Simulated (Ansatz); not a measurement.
# Al₂NH+ (quartet): correlated methods under varied settings

Aim: run Al₂NH+ (quartet) at one geometry under a spread of methods and options, and see what each costs and gives.

Program: Ansatz 0.2.0, Gaussian basis. Level of theory: the settings change from run to run. These are calculated values, not measurements.

20 further runs of the same task are left out: 2 for a mislabelled method, 8 that didn't finish, 10 set aside as unsound or not needed.

**1. The system**

The geometry is a PBE0/def2-TZVP stationary point (not a proven minimum) of the parent state, kept for this charge and spin.

4 atoms, charge 1, spin multiplicity 4.

Atoms are counted from 1 here; the program's logs count them from 0.

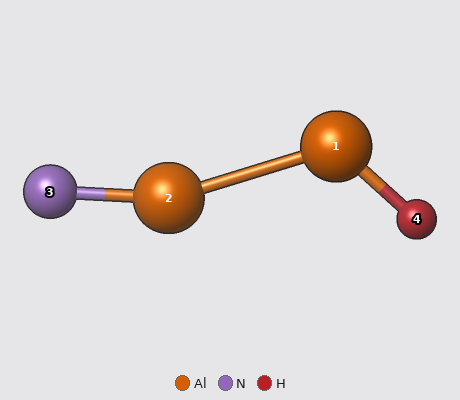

The geometry (aluminium orange, nitrogen purple, hydrogen red); atoms are numbered from 1 in the order of the file.

**2. CCSD on UHF/cc-pVDZ**

File in.yaml:

```yaml
crystal:
  periodic: [false, false, false]
  atoms:
    - {symbol: Al, position_ang: [0.000000, -0.162621, 1.857018]}
    - {symbol: Al, position_ang: [0.000000, 0.205260, -0.708096]}
    - {symbol: N, position_ang: [0.000000, -0.160437, -2.419003]}
    - {symbol: H, position_ang: [0.000000, 1.088104, 2.859862]}
basis:
  gaussian: {orbitals: cc-pVDZ}
total_charge: 1
magnetization: {spin_polarized: true, initial_magnetization: 3}
correlation: {method: ccsd, electrons: outside_noble_gas, diis_vectors: 1}
```

On the command line:

```sh
ansatz run in.yaml --threads 1 --pin off --events-out ev --progress --plain --max-ram 2393MiB
```

What it wrote (excerpt; [...] marks lines left out):

```text
Functional definition: HF
  name "HF"
  cite "Fock, Z. Phys. 61, 126 (1930) doi:10.1007/BF01340294"
  parent pbe
[...]
542 factors; integrals over basis functions are off by at most 1.1e-3 eV
[...]
mean field -14653.91631623 eV, -538.5214918401 hartree, gradient 2.1e-6 eV, S^2 3.811957; 14 other end points of the search recorded, 0 dependent functions left out
determinant -14653.91631623 eV, -538.5214918401 hartree, with singles and doubles -14659.65113410 eV, -538.7322425096 hartree
determinant -14653.01120727 eV, -538.4882296993 hartree, with singles and doubles -14658.87873438 eV, -538.7038573437 hartree
determinant -14652.96076076 eV, -538.4863758243 hartree, with singles and doubles -14658.83148338 eV, -538.7021209015 hartree
determinant -14652.37894348 eV, -538.4649944339 hartree, with singles and doubles -14658.31436491 eV, -538.6831171480 hartree
determinant -14651.43832755 eV, -538.4304274359 hartree, with singles and doubles -14657.45408107 eV, -538.6515023003 hartree
determinant -14650.42941018 eV, -538.3933504062 hartree, with singles and doubles -14656.52650780 eV, -538.6174146111 hartree
11 core orbitals not correlated: weight in the atoms' cores, before any rotation towards them, 1.000 or more for the frozen orbitals, at most 0.000 for the correlated occupied ones
reference -14653.91631623 eV, -538.5214918401 hartree; 7, 4 occupied and 37, 40 virtual orbitals, 542 factors
second order -4.61573031 eV of doubles, -0.00000000 eV of singles
cycle   1  -5.73560685 eV  change   -7.9e-4 eV  update   2.1e-3
[...]
cycle  61  -5.73726445 eV  change   -3.4e-7 eV  update   1.3e-5
Total energy: -14659.65358068 eV, -538.7323324198 hartree
```

It took 11 s on 1 thread of Arm Neoverse V1, shared host.

From the report: ⟨S²⟩ of the determinant 3.812 (pure quartet: 3.75); correlation -5.7373 eV; T1 0.026; largest double amplitude 0.04.

**3. BCCD on ROHF/cc-pVDZ**

Changes to in.yaml since step 2:

```diff
@@ -10,3 +10,5 @@
 total_charge: 1
-magnetization: {spin_polarized: true, initial_magnetization: 3}
-correlation: {method: ccsd, electrons: outside_noble_gas, diis_vectors: 1}
+magnetization: {spin_polarized: false, initial_magnetization: 3}
+correlation: {method: bccd, electrons: outside_noble_gas}
+accuracy: high
+scf: {lower_state_search: off}
```

The command is unchanged.

What it wrote (excerpt; [...] marks lines left out):

```text
Functional definition: HF
  name "HF"
  cite "Fock, Z. Phys. 61, 126 (1930) doi:10.1007/BF01340294"
  parent pbe
[...]
1134 factors; integrals over basis functions are off by at most 3.2e-9 eV
[...]
mean field -14653.65865098 eV, -538.5120228168 hartree, gradient 3.2e-8 eV, S^2 3.750000; 0 other end points of the search recorded, 0 dependent functions left out
11 core orbitals not correlated: weight in the atoms' cores, before any rotation towards them, 1.000 or more for the frozen orbitals, at most 0.000 for the correlated occupied ones
reference -14653.65865098 eV, -538.5120228168 hartree; 7, 4 occupied and 37, 40 virtual orbitals, 1134 factors
second order -4.73494039 eV of doubles, -0.12486876 eV of singles
cycle   1  -5.64785256 eV  change   -7.9e-1 eV  update   8.5e-2
[...]
cycle  39  -5.97860128 eV  change   3.4e-10 eV  update   1.1e-9
Total energy: -14659.63725226 eV, -538.7317323615 hartree
Checks for a lower state left out: stability, starts, cluster_reference, orbital_swaps, neighbouring_geometries, increment
```

Run time: 4.7 s. Hardware: 1 thread of Arm Neoverse V1, shared host; peak memory 0.25 GiB.

From the report: correlation -5.9786 eV; largest double amplitude 0.04.

**4. CCSD on UHF/cc-pVDZ**

Changes to in.yaml since step 3:

```diff
@@ -10,5 +10,4 @@
 total_charge: 1
-magnetization: {spin_polarized: false, initial_magnetization: 3}
-correlation: {method: bccd, electrons: outside_noble_gas}
-accuracy: high
-scf: {lower_state_search: off}
+magnetization: {spin_polarized: true, initial_magnetization: 3}
+correlation: {method: ccsd, electrons: valence}
+output: {forces: true}
```

Same command.

What it wrote (excerpt; [...] marks lines left out):

```text
Functional definition: HF
  name "HF"
  cite "Fock, Z. Phys. 61, 126 (1930) doi:10.1007/BF01340294"
  parent pbe
[...]
542 factors; integrals over basis functions are off by at most 1.1e-3 eV
[...]
mean field -14653.91631623 eV, -538.5214918401 hartree, gradient 2.1e-6 eV, S^2 3.811957; 14 other end points of the search recorded, 0 dependent functions left out
determinant -14653.91631623 eV, -538.5214918401 hartree, with singles and doubles -14659.65113410 eV, -538.7322425096 hartree
determinant -14653.01120727 eV, -538.4882296993 hartree, with singles and doubles -14658.87873438 eV, -538.7038573437 hartree
determinant -14652.96076076 eV, -538.4863758243 hartree, with singles and doubles -14658.83148338 eV, -538.7021209015 hartree
determinant -14652.37894348 eV, -538.4649944339 hartree, with singles and doubles -14658.31436491 eV, -538.6831171480 hartree
[...]
11 core orbitals not correlated: weight in the atoms' cores, before any rotation towards them, 1.000 or more for the frozen orbitals, at most 0.000 for the correlated occupied ones
reference -14653.91631623 eV, -538.5214918401 hartree; 7, 4 occupied and 37, 40 virtual orbitals, 542 factors
second order -4.61573031 eV of doubles, -0.00000000 eV of singles
cycle   1  -5.73560683 eV  change   -7.9e-4 eV  update   2.1e-3
[...]
cycle  19  -5.73726944 eV  change    8.0e-8 eV  update   3.9e-7
[...]
Total energy: -14659.65358567 eV, -538.7323326032 hartree
Atom 0 at     0.000000    -0.162621     1.857018 Å, force    -0.000000     0.106076     0.783889 eV/Å
Atom 1 at     0.000000     0.205260    -0.708096 Å, force    -0.000000     0.900357     3.121750 eV/Å
Atom 2 at     0.000000    -0.160437    -2.419003 Å, force    -0.000000    -0.806108    -3.742744 eV/Å
Atom 3 at     0.000000     1.088104     2.859862 Å, force    -0.000000    -0.200325    -0.162896 eV/Å
Dipole moment:     0.000000     0.031424     0.505614 e Å
```

Run time: 13 s. Hardware: 1 thread of Arm Neoverse V1, shared host.

From the report: ⟨S²⟩ of the determinant 3.812 (pure quartet: 3.75); correlation -5.7373 eV; T1 0.026; largest double amplitude 0.04.

**5. CCSD(T) on ROHF/6-31++G****

Changes to in.yaml since step 4:

```diff
@@ -8,6 +8,6 @@
 basis:
-  gaussian: {orbitals: cc-pVDZ}
+  gaussian: {orbitals: "6-31++G**", fitting: {mean_field: def2-universal-jkfit}}
 total_charge: 1
-magnetization: {spin_polarized: true, initial_magnetization: 3}
-correlation: {method: ccsd, electrons: valence}
+magnetization: {spin_polarized: false, initial_magnetization: 3}
+correlation: {method: ccsd_t, electrons: outside_noble_gas, diis_vectors: 12}
 output: {forces: true}
```

Same command.

What it wrote (excerpt; [...] marks lines left out):

```text
Functional definition: HF
  name "HF"
  cite "Fock, Z. Phys. 61, 126 (1930) doi:10.1007/BF01340294"
  parent pbe
[...]
351 factors; integrals over basis functions are off by at most 3.8e-1 eV
[...]
mean field -14652.90364677 eV, -538.4842769241 hartree, gradient 1.8e-6 eV, S^2 3.750000; 20 other end points of the search recorded, 0 dependent functions left out
[...]
determinant -14652.90364677 eV, -538.4842769241 hartree, with singles and doubles -14658.85257725 eV, -538.7028960868 hartree
determinant -14652.00987855 eV, -538.4514315478 hartree, with singles and doubles -14658.08584796 eV, -538.6747193052 hartree
determinant -14651.98678537 eV, -538.4505828891 hartree, with singles and doubles -14658.04165900 eV, -538.6730953908 hartree
determinant -14651.35235578 eV, -538.4272680316 hartree, with singles and doubles -14657.43841733 eV, -538.6509266681 hartree
[...]
11 core orbitals not correlated: weight in the atoms' cores, before any rotation towards them, 1.000 or more for the frozen orbitals, at most 0.000 for the correlated occupied ones
reference -14652.90364677 eV, -538.4842769241 hartree; 7, 4 occupied and 53, 56 virtual orbitals, 351 factors
second order -4.75799553 eV of doubles, -0.12509278 eV of singles
cycle   1  -5.93271818 eV  change   -2.2e-1 eV  update   2.5e-2
[...]
cycle  19  -5.95972749 eV  change  -8.9e-10 eV  update   2.9e-7
perturbative correction -0.15930681 eV, -0.0058544174 hartree
[...]
Total energy: -14659.02268108 eV, -538.7091472871 hartree
Atom 0 at     0.000000    -0.162621     1.857018 Å, force    -0.000000     0.144163     0.746206 eV/Å
Atom 1 at     0.000000     0.205260    -0.708096 Å, force     0.000000     0.922074     2.937248 eV/Å
Atom 2 at     0.000000    -0.160437    -2.419003 Å, force    -0.000000    -0.800135    -3.456629 eV/Å
Atom 3 at     0.000000     1.088104     2.859862 Å, force     0.000000    -0.266102    -0.226824 eV/Å
Dipole moment:    -0.000000     0.031327     0.552271 e Å
```

Run time: 26 s. Hardware: 1 thread of Arm Neoverse V1, shared host; peak memory 0.26 GiB.

From the report: correlation -6.1190 eV; T1 0.039; largest double amplitude 0.04.

**6. CCSDT on ROHF/6-31G**

Changes to in.yaml since step 5:

```diff
@@ -8,6 +8,6 @@
 basis:
-  gaussian: {orbitals: "6-31++G**", fitting: {mean_field: def2-universal-jkfit}}
+  gaussian: {orbitals: 6-31G}
 total_charge: 1
 magnetization: {spin_polarized: false, initial_magnetization: 3}
-correlation: {method: ccsd_t, electrons: outside_noble_gas, diis_vectors: 12}
+correlation: {method: ccsdt, electrons: valence}
 output: {forces: true}
```

Same command.

What it wrote (excerpt; [...] marks lines left out):

```text
Functional definition: HF
  name "HF"
  cite "Fock, Z. Phys. 61, 126 (1930) doi:10.1007/BF01340294"
  parent pbe
[...]
766 factors; integrals over basis functions are off by at most 2.3e-7 eV
[...]
mean field -14651.42972336 eV, -538.4301112379 hartree, gradient 8.0e-6 eV, S^2 3.750000; 19 other end points of the search recorded, 0 dependent functions left out
[...]
determinant -14651.42972336 eV, -538.4301112379 hartree, with singles and doubles -14655.02993306 eV, -538.5624165039 hartree
determinant -14650.73015904 eV, -538.4044027230 hartree, with singles and doubles -14654.52947162 eV, -538.5440248854 hartree
determinant -14650.70324973 eV, -538.4034138242 hartree, with singles and doubles -14654.46010047 eV, -538.5414755425 hartree
determinant -14649.80608651 eV, -538.3704436839 hartree, with singles and doubles -14653.61168025 eV, -538.5102966745 hartree
[...]
11 core orbitals not correlated: weight in the atoms' cores, before any rotation towards them, 1.000 or more for the frozen orbitals, at most 0.000 for the correlated occupied ones
reference -14651.42972336 eV, -538.4301112379 hartree; 7, 4 occupied and 19, 22 virtual orbitals, 766 factors
second order -2.69458391 eV of doubles, -0.07183231 eV of singles
cycle   1  -3.24547956 eV  change   -4.8e-1 eV  update   9.1e-2
[...]
cycle  41  -3.73099328 eV  change   -1.4e-8 eV  update   3.2e-7
[...]
Total energy: -14655.16071665 eV, -538.5672227121 hartree
Atom 0 at     0.000000    -0.162621     1.857018 Å, force    -0.000000    -0.447704     0.677562 eV/Å
Atom 1 at     0.000000     0.205260    -0.708096 Å, force    -0.000000     1.417296     4.425761 eV/Å
Atom 2 at     0.000000    -0.160437    -2.419003 Å, force     0.000000    -1.221576    -5.282455 eV/Å
Atom 3 at     0.000000     1.088104     2.859862 Å, force     0.000000     0.251983     0.179131 eV/Å
Dipole moment:    -0.000000     0.085890     0.589383 e Å
```

It took 57 s on 1 thread of Arm Neoverse V1, shared host; peak memory 0.38 GiB.

From the report: correlation -3.7310 eV; T1 0.050; largest double amplitude 0.07.

**7. All runs side by side**

Where basis and cores are those of an earlier UCCSDT(Q)/cc-pVDZ run (-14659.8578 eV), and the state is the same kind, the miss against it is given.

```tsv
level	correlated	functions	energy (eV)	from UCCSDT(Q) (meV)	time
CCSD on UHF/cc-pVDZ	outside noble gas	55	-14659.6536	204.2	11 s
BCCD on ROHF/cc-pVDZ	outside noble gas	55	-14659.6373	220.6	4.7 s
CCSD on UHF/cc-pVDZ	valence	55	-14659.6536	204.2	13 s
CCSD(T) on ROHF/6-31++G**	outside noble gas	71	-14659.0227		26 s
CCSDT on ROHF/6-31G	valence	37	-14655.1607		57 s
```

**8. Results**

```
quantity                        value
    runs                            5
quickest  BCCD on ROHF/cc-pVDZ, 4.7 s
 slowest    CCSDT on ROHF/6-31G, 57 s
```

In words: Total energies in different bases, with other cores or another treatment of relativity can't be set against each other. CCSDT on ROHF/6-31G took 12 times as long as BCCD on ROHF/cc-pVDZ; the jobs differ in more than the method. Among the correlated runs with a miss given, it spans +204 to +221 meV.
